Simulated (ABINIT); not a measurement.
# How the form of the self-energy moves the gap of CdSe (Cadmoselite)

How much does the gap of CdSe (Cadmoselite) depend on the approximation to the self-energy?

Main program and level: ABINIT 10.8.3; PBE and many-body steps on it, plane waves.

The database entry behind the starting cell differs from later determinations by our own check (inner coordinate of an old entry), so it need not match the best structure at ambient conditions.

## (1) The structure

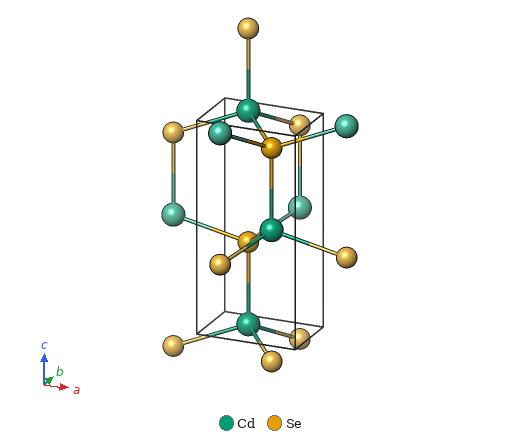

The starting structure, seen slightly off an axis (cadmium teal, selenium orange). Some periodic images of atoms are drawn too.

Coordinates:

```cif
data_structure
_symmetry_space_group_name_H-M 'P 1'
_symmetry_Int_Tables_number 1
_cell_length_a 4.3000
_cell_length_b 4.3000
_cell_length_c 7.0200
_cell_angle_alpha 90.000
_cell_angle_beta 90.000
_cell_angle_gamma 120.000
_cell_volume 112.41
loop_
_atom_site_label
_atom_site_type_symbol
_atom_site_fract_x
_atom_site_fract_y
_atom_site_fract_z
_atom_site_occupancy
Cd1 Cd 0.33333 0.66667 0.00000 1
Cd2 Cd 0.66667 0.33333 0.50000 1
Se3 Se 0.33333 0.66667 0.38500 1
Se4 Se 0.66667 0.33333 0.88500 1
```

The cell and positions come from the Crystallography Open Database and are kept as given unless a step says otherwise.

## (2) Empty states on the mesh, 3×3×2 mesh, 132 bands

This step: ABINIT 10.8.3; DFT, PBE, plane waves, norm-conserving pseudopotentials.

The sums over transitions need many empty states on a uniform mesh; this step solves for them.

File run.abi:

```
acell 3*1.0 Angstrom
rprim 
  4.300000000016 -0.000000000004 0.000000000000
  -2.150000000005 3.723909236288 0.000000000000
  0.000000000000 0.000000000000 7.020000000000
ntypat 2
znucl 48 34
natom 4
typat 1 1 2 2
xred 
  0.333333333333 0.666666666667 0.000000000000
  0.666666666667 0.333333333333 0.500000000000
  0.333333333333 0.666666666667 0.385000000000
  0.666666666667 0.333333333333 0.885000000000
pp_dirpath "pseudos"
pseudos "Cd.upf, Se.upf"
ecut 47
ngkpt 3 3 2
nshiftk 1
shiftk 0 0 0
kptopt 1
chksymbreak 0
iscf -2
irdden 1
istwfk *1
nband 132
nbdbuf 12
tolwfr 1e-09
nstep 60
prtvol 0
indata_prefix "in"
outdata_prefix "out"
tmpdata_prefix "tmp"
```

Started as:

```
> OMP_NUM_THREADS=1 mpirun -n 4 abinit run.abi > log
```

Numbers of over 12 decimals in the logs are rounded to 6 here.

What it wrote:

```text
.Version 10.8.3 of ABINIT. v10.8.2 released Aug 2026.

 Symmetries : space group P6_3 m c (#186); Bravais hP (primitive hexag.)
[... echo of the input left out ...]
== DATASET  1 ==================================================================
-   mpi_nproc: 4, omp_nthreads: 1 (-1 if OMP is not activated)

--- !DatasetInfo
iteration_state: {dtset: 1, }
dimensions: {natom: 4, nkpt: 6, mband: 132, nsppol: 1, nspinor: 1, nspden: 1, mpw: 11752, }
cutoff_energies: {ecut:  47.0, pawecutdg:  -1.0, }
[...]
1.58591    1.59918    1.61026    1.61026    1.64425    1.69666    1.69666    1.71113
   1.75492    1.75492    1.75821    1.76160    1.76160    1.77470    1.79185    1.81738
   1.81743    1.82413    1.82415    1.87142
 prteigrs : prtvol=0 or 1, do not print more k-points.

== END DATASET(S) ==============================================================
================================================================================

 -outvars: echo values of variables after computation  --------
            nband         132
             nkpt           6
          spgroup         186
 [... the other variables as echoed above ...]

 Calculation completed.
```

Elapsed: 2.7 min, on 4 MPI ranks of Arm Neoverse V1, shared host; peak memory 0.53 GiB; 11 min of CPU time.

This step gave:

| Item | Value |
| --- | --- |
| gap | 0.6770 eV |
| k of the valence top | 0, 0, 0 |
| k of the conduction bottom | 0, 0, 0 |
| least direct gap | 0.6770 eV |
| k points computed | 6 |
| lowest point of the top converged band, above the valence top | 42.52 eV |

On this mesh the gap is 0.677 eV.

The density comes from a self-consistent run that is not shown.

## (3) Screening, 3×3×2 mesh, 120 bands, screening to 122.5 eV

The RPA dielectric matrix is built and inverted for each q.

This step: RPA screening on PBE, plane waves, norm-conserving pseudopotentials.

run.abi, as its differences from that of step 2:

```diff
@@ -22,10 +22,11 @@
 chksymbreak 0
-iscf -2
-irdden 1
 istwfk *1
-nband 132
-nbdbuf 12
-tolwfr 1e-09
-nstep 60
-prtvol 0
+occopt 1
+irdwfk 1
+optdriver 3
+nband 120
+ecuteps 4.5
+inclvkb 2
+awtr 1
+symchi 1
 indata_prefix "in"
```

What it wrote:

```text
.Version 10.8.3 of ABINIT. v10.8.2 released Aug 2026.

 Symmetries : space group P6_3 m c (#186); Bravais hP (primitive hexag.)
[... echo of the input left out ...]
== DATASET  1 ==================================================================
-   mpi_nproc: 4, omp_nthreads: 1 (-1 if OMP is not activated)

--- !DatasetInfo
iteration_state: {dtset: 1, }
dimensions: {natom: 4, nkpt: 6, mband: 120, nsppol: 1, nspinor: 1, nspden: 1, mpw: 11752, }
cutoff_energies: {ecut:  47.0, pawecutdg:  -1.0, }
electrons: {nelect:   7.20000000E+01, charge:   0.00000000E+00, occopt:   1.00000000E+00, tsmear:   1.00000000E-02, }

 SCREENING: Calculation of the susceptibility and dielectric matrices

 Based on a program developped by R.W. Godby, V. Olevano, G. Onida, and L. Reining.
 Incorporated in ABINIT by V. Olevano, G.-M. Rignanese, and M. Torrent.
.Using double precision arithmetic ; gwpc =  8

[... cell and pseudopotentials left out ...]
--------------------------------------------------------------------------------

 ==== K-mesh for the wavefunctions ====
 Number of points in the irreducible wedge :     6
[... list of points left out ...]
 Together with 12 symmetry operations and time-reversal symmetry
 yields    18 points in the full Brillouin Zone.

 ==== Q-mesh for the screening function ====
 Number of points in the irreducible wedge :     6
[... list of points left out ...]
 Together with 12 symmetry operations and time-reversal symmetry
 yields    18 points in the full Brillouin Zone.

 setmesh: FFT mesh size selected  =    30x   30x   54
          total number of points  =        48600

 vcoul_init : cutoff-mode = AUXILIARY_FUNCTION
 q-points for optical limit:   1
     1)      0.000010    0.000020    0.000030

- screening: taking advantage of time-reversal symmetry
- Maximum band index for partially occupied states nbvw = 36
- Remaining bands to be divided among processors   nbcw = 84
- Number of bands treated by each node ~21

 Number of electrons calculated from density =   72.0000; Expected =   72.0000
 average of density, n =  0.094914
 r_s =    1.3600
 omega_plasma =   29.7181 [eV]

 calculating chi0 at frequencies [eV] :
  1    0.000000E+00    0.000000E+00
  2    0.000000E+00    2.971811E+01

--------------------------------------------------------------------------------
  q-point number  1        q = ( 0.000000, 0.000000, 0.000000) [r.l.u.]
--------------------------------------------------------------------------------
[... chi0 elements left out ...]
 For q-point:  0.000010 0.000020 0.000030
  dielectric constant =  53.7709
  dielectric constant without local fields =  56.6093

  Average fulfillment of the sum rule on Im[epsilon] for q-point    1 :     38.78  [%]
[... wings left out ...]
  q-point number  2        q = ( 0.333333, 0.000000, 0.000000) [r.l.u.]
--------------------------------------------------------------------------------
[... chi0 elements left out ...]
  Average fulfillment of the sum rule on Im[epsilon] for q-point    2 :     42.90  [%]

 [... 4 further q-points ...]
```

It took 75 s on 4 MPI ranks; peak memory 1.8 GiB; 5 min of CPU time.

Numbers from this step:

- ε∞ with local fields, on this mesh, along the program's q direction: 53.77
- the same without local fields: 56.61
- plasma frequency: 29.72 eV
- plane waves in the screening matrix: 337

Local fields lower ε∞ by 5 %. On a Γ-centred mesh this coarse the value itself is usually too large, while a short band sum pulls it down.

## (4) G0W0, Godby-Needs plasmon pole

The self-energy is evaluated for the states that the input lists, and the levels follow from it, in one-shot runs by the linearised quasiparticle equation.

This step: G0W0 on PBE, plane waves, norm-conserving pseudopotentials.

run.abi, as its differences from that of step 3:

```diff
@@ -25,8 +25,15 @@
 irdwfk 1
-optdriver 3
+optdriver 4
 nband 120
+gwcalctyp 0
+ecutsigx 47
+symsigma 1
+nkptgw 1
+kptgw 
+  0.0000000000 0.0000000000 0.0000000000
+bdgw 
+  35 38
 ecuteps 4.5
-inclvkb 2
-awtr 1
-symchi 1
+irdscr 1
+ppmodel 1
 indata_prefix "in"
```

What it wrote:

```text
.Version 10.8.3 of ABINIT. v10.8.2 released Aug 2026.

 Symmetries : space group P6_3 m c (#186); Bravais hP (primitive hexag.)
[... echo of the input left out ...]
== DATASET  1 ==================================================================
-   mpi_nproc: 4, omp_nthreads: 1 (-1 if OMP is not activated)

--- !DatasetInfo
iteration_state: {dtset: 1, }
dimensions: {natom: 4, nkpt: 6, mband: 120, nsppol: 1, nspinor: 1, nspden: 1, mpw: 11752, }
cutoff_energies: {ecut:  47.0, pawecutdg:  -1.0, }
electrons: {nelect:   7.20000000E+01, charge:   0.00000000E+00, occopt:   1.00000000E+00, tsmear:   1.00000000E-02, }

 SIGMA: Calculation of the GW corrections

 Based on a program developped by R.W. Godby, V. Olevano, G. Onida, and L. Reining.
 Incorporated in ABINIT by V. Olevano, G.-M. Rignanese, and M. Torrent.
.Using double precision arithmetic ; gwpc =  8

[... cell and pseudopotentials left out ...]
--------------------------------------------------------------------------------

 ==== K-mesh for the wavefunctions ====
 Number of points in the irreducible wedge :     6
[... list of points left out ...]
 Together with 12 symmetry operations and time-reversal symmetry
 yields    18 points in the full Brillouin Zone.

 ==== Q-mesh for screening function ====
 Number of points in the irreducible wedge :     6
[... list of points left out ...]
 Together with 12 symmetry operations and time-reversal symmetry
 yields    18 points in the full Brillouin Zone.

 vcoul_init : cutoff-mode = AUXILIARY_FUNCTION
 q-points for optical limit:   1
     1)      0.000010    0.000020    0.000030
 setmesh: FFT mesh size selected  =    45x   45x   90
          total number of points  =       182250

 Number of electrons calculated from density =   72.0000; Expected =   72.0000
 average of density, n =  0.094914
 r_s =    1.3600
 omega_plasma =   29.7181 [eV]

 === KS Band Gaps ===
  >>>> For spin  1
   Minimum direct gap =   0.6770 [eV], located at k-point      :   0.0000  0.0000  0.0000
   Fundamental gap    =   0.6770 [eV], Top of valence bands at :   0.0000  0.0000  0.0000
                                       Bottom of conduction at :   0.0000  0.0000  0.0000
 SIGMA fundamental parameters:
 PLASMON POLE MODEL  1
 number of plane-waves for SigmaX                11621
 number of plane-waves for SigmaC and W            337
 number of plane-waves for wavefunctions         11621
 number of bands                                   120
 number of independent spin polarizations            1
 number of spinorial components                      1
 number of k-points in IBZ                           6
 number of q-points in IBZ                           6
 number of symmetry operations                      12
 number of k-points in BZ                           18
 number of q-points in BZ                           18
 number of frequencies for dSigma/dE                 9
 frequency step for dSigma/dE [eV]                0.25
 number of omega for Sigma on real axis              0
 max omega for Sigma on real axis  [eV]           0.00
 zcut for avoiding poles [eV]                     0.10

 EPSILON^-1 parameters (SCR file):
 dimension of the eps^-1 matrix on file            337
 dimension of the eps^-1 matrix used               337
 number of plane-waves for wavefunctions         11621
 number of bands                                   120
 number of q-points in IBZ                           6
 number of frequencies                               2
 number of real frequencies                          1
 number of imag frequencies                          1

 matrix elements of self-energy operator (all in [eV])

 Perturbative Calculation

--- !SelfEnergy_ee
iteration_state: {dtset: 1, }
kpoint     : [   0.000,    0.000,    0.000, ]
spin       : 1
KS_gap     :    0.677
QP_gap     :    1.756
Delta_QP_KS:    1.079
data: !SigmaeeData |
     Band     E0 <VxcDFT>   SigX SigC(E0)      Z dSigC/dE  Sig(E)    E-E0       E
       35   4.040 -15.546 -19.157   2.653   0.793  -0.261 -16.305  -0.759   3.280
       36   4.040 -15.546 -19.157   2.653   0.793  -0.261 -16.305  -0.759   3.280
       37   4.717 -11.710  -8.116  -3.202   0.815  -0.227 -11.391   0.319   5.036
       38   6.129 -11.376  -7.264  -3.506   0.816  -0.226 -10.881   0.495   6.624

== END DATASET(S) ==============================================================
================================================================================

 -outvars: echo values of variables after computation  --------
           etotal      0.0000000000E+00
            nband         120
             nkpt           6
          spgroup         186
 [... the other variables as echoed above ...]

 Calculation completed.
```

It took 8.9 s on 4 MPI ranks; peak memory 1.6 GiB.

Numbers from this step:

| Item | Value |
| --- | --- |
| G0W0 gap on the points computed | 1.756 eV |
| starting gap on the mesh | 0.6770 eV |
| k of the valence top | 0, 0, 0 |
| k of the conduction bottom | 0, 0, 0 |
| Z at the valence top | 0.793 |
| Z at the conduction bottom | 0.815 |
| least direct G0W0 gap on the computed points | 1.756 eV |

The gap on the mesh goes from 0.68 eV to 1.76 eV, a correction of +1.08 eV.

## (5) G0W0, Hybertsen-Louie plasmon pole

run.abi, as its differences from that of step 4:

```diff
@@ -37,3 +37,3 @@
 irdscr 1
-ppmodel 1
+ppmodel 2
 indata_prefix "in"
```

What it wrote:

```text
.Version 10.8.3 of ABINIT. v10.8.2 released Aug 2026.

 Symmetries : space group P6_3 m c (#186); Bravais hP (primitive hexag.)
[... echo of the input left out ...]
== DATASET  1 ==================================================================
-   mpi_nproc: 4, omp_nthreads: 1 (-1 if OMP is not activated)

--- !DatasetInfo
iteration_state: {dtset: 1, }
dimensions: {natom: 4, nkpt: 6, mband: 120, nsppol: 1, nspinor: 1, nspden: 1, mpw: 11752, }
cutoff_energies: {ecut:  47.0, pawecutdg:  -1.0, }
electrons: {nelect:   7.20000000E+01, charge:   0.00000000E+00, occopt:   1.00000000E+00, tsmear:   1.00000000E-02, }

 SIGMA: Calculation of the GW corrections

 Based on a program developped by R.W. Godby, V. Olevano, G. Onida, and L. Reining.
 Incorporated in ABINIT by V. Olevano, G.-M. Rignanese, and M. Torrent.
.Using double precision arithmetic ; gwpc =  8

[... cell and pseudopotentials left out ...]
--------------------------------------------------------------------------------

 ==== K-mesh for the wavefunctions ====
 Number of points in the irreducible wedge :     6
[... list of points left out ...]
 Together with 12 symmetry operations and time-reversal symmetry
 yields    18 points in the full Brillouin Zone.

 ==== Q-mesh for screening function ====
 Number of points in the irreducible wedge :     6
[... list of points left out ...]
 Together with 12 symmetry operations and time-reversal symmetry
 yields    18 points in the full Brillouin Zone.

 vcoul_init : cutoff-mode = AUXILIARY_FUNCTION
 q-points for optical limit:   1
     1)      0.000010    0.000020    0.000030
 setmesh: FFT mesh size selected  =    45x   45x   90
          total number of points  =       182250

 Number of electrons calculated from density =   72.0000; Expected =   72.0000
[...]
number of k-points in IBZ                           6
 number of q-points in IBZ                           6
 number of symmetry operations                      12
 number of k-points in BZ                           18
 number of q-points in BZ                           18
 number of frequencies for dSigma/dE                 9
 frequency step for dSigma/dE [eV]                0.25
 number of omega for Sigma on real axis              0
 max omega for Sigma on real axis  [eV]           0.00
 zcut for avoiding poles [eV]                     0.10

 EPSILON^-1 parameters (SCR file):
 dimension of the eps^-1 matrix on file            337
 dimension of the eps^-1 matrix used               337
 number of plane-waves for wavefunctions         11621
 number of bands                                   120
 number of q-points in IBZ                           6
 number of frequencies                               2
 number of real frequencies                          1
 number of imag frequencies                          1

 matrix elements of self-energy operator (all in [eV])

 Perturbative Calculation

--- !SelfEnergy_ee
iteration_state: {dtset: 1, }
kpoint     : [   0.000,    0.000,    0.000, ]
spin       : 1
KS_gap     :    0.677
QP_gap     :    1.713
Delta_QP_KS:    1.036
data: !SigmaeeData |
     Band     E0 <VxcDFT>   SigX SigC(E0)      Z dSigC/dE  Sig(E)    E-E0       E
       35   4.040 -15.546 -19.157   2.470   0.866  -0.154 -16.534  -0.988   3.051
       36   4.040 -15.546 -19.157   2.470   0.866  -0.154 -16.534  -0.988   3.051
       37   4.717 -11.710  -8.116  -3.540   0.876  -0.142 -11.663   0.047   4.764
       38   6.129 -11.376  -7.264  -3.798   0.875  -0.143 -11.101   0.275   6.405

== END DATASET(S) ==============================================================
================================================================================

 -outvars: echo values of variables after computation  --------
           etotal      0.0000000000E+00
            nband         120
             nkpt           6
          spgroup         186
 [... the other variables as echoed above ...]

 Calculation completed.
```

Elapsed: 8.7 s, on 4 MPI ranks; peak memory 1.6 GiB; 35 s of CPU time.

This step gave:

```yaml
g0w0_gap_on_the_points_computed: 1.713 eV
starting_gap_on_the_mesh: 0.6770 eV
k_of_the_valence_top: 0, 0, 0
k_of_the_conduction_bottom: 0, 0, 0
z_at_the_valence_top: 0.866
z_at_the_conduction_bottom: 0.876
least_direct_g0w0_gap_on_the_computed_points: 1.713 eV
```

Against G0W0 in ABINIT (3×3×2 mesh, 120 bands, screening to 122.5 eV, Godby-Needs plasmon pole), the gap moves by −0.043 eV.

## (6) G0W0, von der Linden-Horsch plasmon pole

run.abi, as its differences from that of step 5:

```diff
@@ -37,3 +37,3 @@
 irdscr 1
-ppmodel 2
+ppmodel 3
 indata_prefix "in"
```

What it wrote:

```text
.Version 10.8.3 of ABINIT. v10.8.2 released Aug 2026.

 Symmetries : space group P6_3 m c (#186); Bravais hP (primitive hexag.)
[... echo of the input left out ...]
== DATASET  1 ==================================================================
-   mpi_nproc: 4, omp_nthreads: 1 (-1 if OMP is not activated)

--- !DatasetInfo
iteration_state: {dtset: 1, }
dimensions: {natom: 4, nkpt: 6, mband: 120, nsppol: 1, nspinor: 1, nspden: 1, mpw: 11752, }
cutoff_energies: {ecut:  47.0, pawecutdg:  -1.0, }
[...]
36   4.040 -15.546 -19.157   2.453   0.868  -0.152 -16.551  -1.005   3.034
       37   4.717 -11.710  -8.116  -3.610   0.885  -0.130 -11.724  -0.014   4.703
       38   6.129 -11.376  -7.264  -3.879   0.886  -0.129 -11.169   0.207   6.336

== END DATASET(S) ==============================================================
================================================================================

 -outvars: echo values of variables after computation  --------
           etotal      0.0000000000E+00
            nband         120
             nkpt           6
          spgroup         186
 [... the other variables as echoed above ...]

 Calculation completed.
```

It took 7.3 s on 4 MPI ranks; peak memory 1.6 GiB.

This step gave:

```
G0W0 gap on the points computed              : 1.669 eV
starting gap on the mesh                     : 0.6770 eV
k of the valence top                         : 0, 0, 0
k of the conduction bottom                   : 0, 0, 0
least direct G0W0 gap on the computed points : 1.669 eV
```

Against G0W0 in ABINIT (3×3×2 mesh, 120 bands, screening to 122.5 eV, Godby-Needs plasmon pole), the gap moves by −0.087 eV.

[end of part 1 of 2]

[Paths, hosts, dates, memory and timing lines, banners, echoed tables and standing remarks are left out of the program output.]

[Logs are printed without paths, hosts, clocks, repeated set-up lines and the standing remarks that a program may print on its own settings, such as how far it seeks lower states.]

[Runs of the session that timed out or met a known fault of the program may be left out.]

[Hosts, paths, dates, database ids (printed as entryN), source tags and the programs' standing remarks are cut or masked in the printed files.]

[G0W0 gaps are taken among the corrected bands and points alone; a level outside them can change the order at an edge.]

[Where Ansatz stands beside ABINIT at settings called matched, ABINIT's density can come from a denser mesh and the files from another edition; pairs whose starting gaps differed by over 0.03 eV were left out, so agreement reads better than it is.]
